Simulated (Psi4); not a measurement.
# Two attempts at [NH2]− (SMILES [NH2-])

Wanted: the energy of [NH2]−, OREMP2/aug-cc-pVDZ-DK (DKH2, density fitting, density fitting for correlation).

The calculation is run with Psi4 1.11.

5 further runs of the same task are left out: 5 set aside as unsound or not needed.

## (1) The system as given

The species is [NH2]− (3 atoms), meant as a singlet with charge -1. As SMILES, `[NH2-]`. Geometry: relaxed at PBE0-D4/def2-TZVPD.

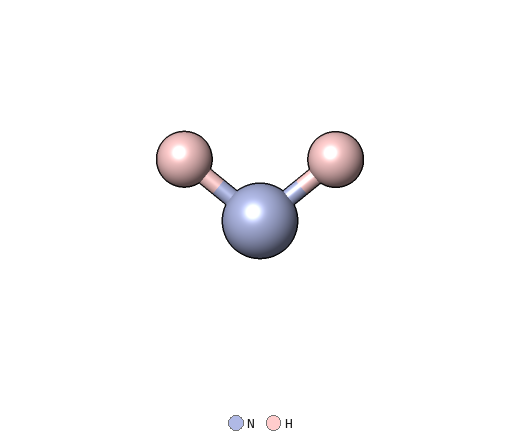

The structure, seen from a chosen angle (nitrogen light blue, hydrogen pink).

## (2) First attempt

File calc.dat:

```
memory 1600 mb

molecule m {
  -1 1
  N      0.342200    -0.203000     0.168700
  H      0.125500     0.801200     0.156000
  H     -0.467700    -0.598200    -0.324700
  units bohr
}

set basis aug-cc-pVDZ-DK
set reference rhf
set freeze_core true
set cc_type df
set scf_type df
set maxiter 60
set relativistic dkh
set dkh_order 2

E = energy("oremp2")
print_variables()
```

Run with:

```sh
psi4 calc.dat calc.out -n 1
```

calc.out:

```text
[...]
  Running in cs symmetry.
[...]
  Nuclear repulsion =   14.253925270979124
[...]
  Multiplicity = 1
[...]
  Nalpha       = 5
  Nbeta        = 5
[...]
    Number of basis functions: 41
[...]
   @DF-RHF iter   1:   -53.92868560242785    1.60555e-01   2.81512e-02 DIIS/ADIIS
[...]
   @DF-RHF iter  13:   -54.29957340015567   -2.55795e-13   8.42009e-10 DIIS
[...]
    Orbital Energies [Eh]
    ---------------------
    Doubly Occupied:
       1Ap   -15.151885     2Ap    -1.035087     3Ap    -0.485256
       4Ap    -0.147267     1App   -0.047927
[...]
  @DF-RHF Final Energy:   -54.29957340015567
   => Energetics <=
    Nuclear Repulsion Energy =             14.2539252709791242
    One-Electron Energy =                -103.3721535561187181
    Two-Electron Energy =                  34.8186548849839284
    Total Energy =                        -54.2995734001556656
[...]
 Multipole Moments:
 ------------------------------------------------------------------------------------
     Multipole            Electronic (a.u.)      Nuclear  (a.u.)        Total (a.u.)
 ------------------------------------------------------------------------------------
 L = 1.  Multiply by 2.5417464519 to convert [e a0] to [Debye]
 Dipole X            :         -0.3161532           -0.4958504           -0.8120036
 Dipole Y            :          0.1691764            0.2653231            0.4344995
 Dipole Z            :          0.0000000            0.0000000            0.0000000
 Magnitude           :                                                    0.9209450
[...]
	Warning: cc_lambda option is changed to TRUE
	For this residual convergence, default PCG convergence is:     1.00e-07
[...]
	DF-MP2 Total Energy (a.u.)         :   -54.48701041822170
[...]
```

Wall time 3 s (1 thread of Intel Xeon 6975P-C (Granite Rapids), shared host); peak memory 0.22 GiB.

## (3) Diagnosis

It ran to the end. The result can't be trusted all the same.

What is wrong: the coordinates are read in the wrong unit, so the molecule is scaled by the ratio of bohr to ångström. As the program read them, the closest atoms are 0.54 Å apart, against 1.03 Å in the sound input.

## (4) The mended input

File job.in:

```
memory 1.6 GB

molecule geom {
  -1 1
  N      0.64666428    -0.38361440     0.31879680
  H      0.23716063     1.51404857     0.29479728
  H     -0.88382491    -1.13043417    -0.61359407
  units bohr
}

set {
  basis aug-cc-pVDZ-DK
  reference rhf
  freeze_core true
  cc_type df
  scf_type df
  relativistic dkh
  dkh_order 2
}

e_tot, wfn = energy("oremp2", return_wfn=True)
```

Run with:

```sh
psi4 -i job.in -o job.out -n 1
```

job.out:

```text
[...]
  Running in cs symmetry.
[...]
  Nuclear repulsion =    7.542852420928845
[...]
  Multiplicity = 1
[...]
  Nalpha       = 5
  Nbeta        = 5
[...]
    Number of basis functions: 41
[...]
   @DF-RHF iter   1:   -55.33928351350022   -4.95436e-01   2.04870e-02 DIIS/ADIIS
[...]
   @DF-RHF iter  11:   -55.56468434423765   -1.89004e-12   4.43368e-09 DIIS
[...]
    Orbital Energies [Eh]
    ---------------------
    Doubly Occupied:
       1Ap   -15.243171     2Ap    -0.762200     3Ap    -0.288736
       4Ap    -0.141793     1App   -0.047766
[...]
  @DF-RHF Final Energy:   -55.56468434423765
   => Energetics <=
    Nuclear Repulsion Energy =              7.5428524209288454
    One-Electron Energy =                 -93.2477423894232942
    Two-Electron Energy =                  30.1402056242568079
    Total Energy =                        -55.5646843442376479
[...]
 Multipole Moments:
 ------------------------------------------------------------------------------------
     Multipole            Electronic (a.u.)      Nuclear  (a.u.)        Total (a.u.)
 ------------------------------------------------------------------------------------
 L = 1.  Multiply by 2.5417464519 to convert [e a0] to [Debye]
 Dipole X            :          0.4003056           -0.9370214           -0.5367158
 Dipole Y            :         -0.2141848            0.5013879            0.2872031
 Dipole Z            :          0.0000000            0.0000000            0.0000000
 Magnitude           :                                                    0.6087278
[...]
	Warning: cc_lambda option is changed to TRUE
	For this residual convergence, default PCG convergence is:     1.00e-07
[...]
	DF-MP2 Total Energy (a.u.)         :   -55.78452975259455
[...]
```

Run time: 2.8 s. Hardware: 1 thread of Intel Xeon 6975P-C (Granite Rapids), shared host; peak memory 0.21 GiB.

## (5) Outcome

At OREMP2/aug-cc-pVDZ-DK (DKH2, density fitting, density fitting for correlation):

| quantity | value |
| --- | --- |
| total energy | -55.79457 Eh |
| HOMO energy (Hartree–Fock orbitals) | -1.30 eV |
| LUMO energy (Hartree–Fock orbitals) | 5.01 eV |
| HOMO–LUMO gap (to an unbound level, set by the basis) | 6.31 eV |
| correlation energy (1 core orbital frozen) | -229.9 mEh |

In words: The first attempt's energy was +35.293 eV off this one.
